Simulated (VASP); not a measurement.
Band structure of GaN (zinc blende). All values below come from PW91 GGA, VASP's PBE PAW potentials (set 64) (plane waves; VASP 6.6.1).

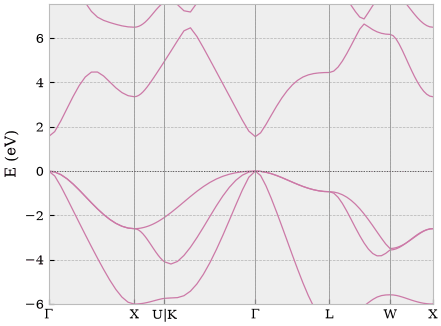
Figure. Bands along high-symmetry lines, zero at the valence-band maximum or, without a gap, the Fermi level

Problem. Read the plot: is there a gap, and where are the band edges?

Solution. The gap is direct, 1.55 eV, from the valence maximum at Γ to the conduction minimum at Γ. (Edges off the drawn lines would not show.)

The compound is GaN in the zinc blende structure, a metastable form; wurtzite is the usual one. It was relaxed first.
